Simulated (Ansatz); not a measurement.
# H2O2 (hydrogen peroxide): PBE/def2-TZVPP

What is the energy change on altering one bond length of H2O2 (hydrogen peroxide) at PBE/def2-TZVPP? 

The results are computed with Ansatz 0.2.0.

38 further runs of the same task are left out: 38 set aside as unsound or not needed.

## Step 1: The system as given

H2O2 has 4 atoms, charge 0, and is taken as a singlet. As SMILES, `OO`. Geometry: relaxed at PBE0-D4/def2-TZVP.

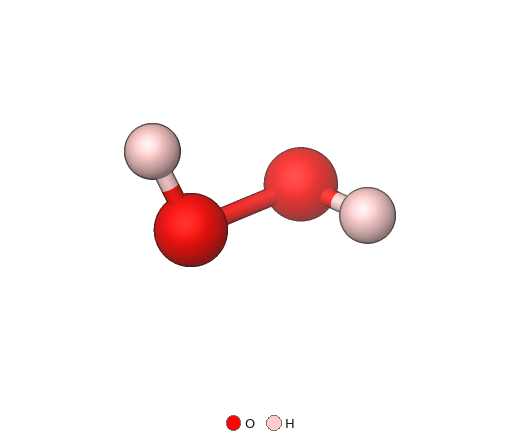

The structure, seen from a chosen angle (oxygen red, hydrogen pink).

## Step 2: The energy at PBE/def2-TZVPP

Contents of molecule.yaml:

```yaml
crystal:
  periodic: [false, false, false]
  atoms:
    - {symbol: O, position_ang: [-0.486800, -0.581100, 0.030600]}
    - {symbol: O, position_ang: [0.048300, 0.728400, 0.206900]}
    - {symbol: H, position_ang: [0.186400, -1.117000, 0.467400]}
    - {symbol: H, position_ang: [0.252100, 0.969800, -0.704900]}
basis:
  gaussian: {orbitals: def2-TZVPP}
output: {orbitals: {seedname: orbitals}}
hamiltonian: {xc: pbe}
accuracy: high
```

Started as:

```
$ ansatz run molecule.yaml --threads 1 --pin off --max-ram 3480MiB --events-out events.jsonl --progress --plain --runs-dir runs
```

What it wrote:

```text
Warning: RAYON_NUM_THREADS=1 ignored (pool sized by the plan → 1); use --threads N
Functional definition: PBE
  name "PBE"
  parameter kappa = 0.804
  parameter beta = 0.06672455060314922
  exchange = pbe_x(kappa = kappa, mu = beta*pi^2/3)
  correlation = pbe_c(beta = beta)
1537 factors; integrals over basis functions are off by at most 3.6e-9 eV
mean field evaluation 1: about -4118.0799 eV, gradient 4.7e1 eV
mean field evaluation 2: about -4111.6955 eV, gradient 7.7e1 eV
mean field evaluation 4: about -4121.6138 eV, gradient 1.0e0 eV
mean field evaluation 8: about -4121.6124 eV, gradient 7.2e-3 eV
mean field evaluation 16: about -4121.6124 eV, gradient 3.0e-7 eV
mean field -4121.61237002 eV, -151.4664608689 hartree, gradient 7.5e-8 eV, S^2 0.000000; 0 other end points of the search recorded, 0 dependent functions left out
reference -4121.61237225 eV, -151.4664609511 hartree; 9, 9 occupied and 81, 81 virtual orbitals, 1537 factors
Total energy: -4121.61237225 eV, -151.4664609511 hartree
```

Wall time 2.8 s (1 thread of Arm Neoverse V2, shared host); peak memory 0.16 GiB.

## Step 3: The distorted shape

Contents of input.yaml:

```yaml
crystal:
  periodic: [false, false, false]
  atoms:
    - {symbol: O, position_ang: [-1.025388, -0.152357, -0.318858]}
    - {symbol: O, position_ang: [-0.490288, 1.157143, -0.142558]}
    - {symbol: H, position_ang: [0.186400, -1.117000, 0.467400]}
    - {symbol: H, position_ang: [-0.286488, 1.398543, -1.054358]}
basis:
  gaussian:
    orbitals: def2-TZVPP
hamiltonian:
  xc: {name: PBE}
output: {orbitals: {seedname: orbitals}}
accuracy: high
```

Started as:

```
$ ansatz run input.yaml --threads 1 --pin off --max-ram 3480MiB --events-out events.jsonl --progress --plain --runs-dir runs
```

What it wrote:

```text
Warning: RAYON_NUM_THREADS=1 ignored (pool sized by the plan → 1); use --threads N
Functional definition: PBE
  name "PBE"
  parameter kappa = 0.804
  parameter beta = 0.06672455060314922
  exchange = pbe_x(kappa = kappa, mu = beta*pi^2/3)
  correlation = pbe_c(beta = beta)
1514 factors; integrals over basis functions are off by at most 3.6e-9 eV
mean field evaluation 1: about -4112.3136 eV, gradient 5.3e1 eV
mean field evaluation 2: about -4079.2996 eV, gradient 1.2e2 eV
mean field evaluation 4: about -4117.0830 eV, gradient 2.9e1 eV
mean field evaluation 8: about -4118.5053 eV, gradient 7.6e-1 eV
mean field evaluation 16: about -4118.5073 eV, gradient 6.4e-5 eV
mean field -4118.50729566 eV, -151.3523514912 hartree, gradient 7.1e-8 eV, S^2 0.000000; 0 other end points of the search recorded, 0 dependent functions left out
reference -4118.50729830 eV, -151.3523515880 hartree; 9, 9 occupied and 81, 81 virtual orbitals, 1514 factors
Total energy: -4118.50729830 eV, -151.3523515880 hartree
```

It took 2.6 s on 1 thread of Arm Neoverse V2, shared host; peak memory 0.16 GiB.

## Step 4: What came out

Level: PBE/def2-TZVPP.

| quantity | value |
| --- | --- |
| first shape: total energy | -151.46646 Eh |
| first shape: HOMO energy | -6.20 eV |
| first shape: LUMO energy | -0.70 eV |
| first shape: HOMO–LUMO gap | 5.50 eV |
| distorted shape: total energy | -151.35235 Eh |
| distorted shape: HOMO energy | -6.24 eV |
| distorted shape: LUMO energy | -4.42 eV |
| distorted shape: HOMO–LUMO gap | 1.81 eV |
| energy change with the O1–H3 bond stretched from 0.965 to 1.737 Å | 3.105 eV |

In words: One bond (distorted shape) is far stretched, which a spin-restricted single reference describes badly; a broken-symmetry solution may lie lower. With the O1–H3 bond stretched from 0.965 to 1.737 Å the energy rises by 3.11 eV (72 kcal/mol). The first shape isn't relaxed at this level, so the change isn't measured from a minimum. A restricted reference can't describe the breaking bond well at this length.
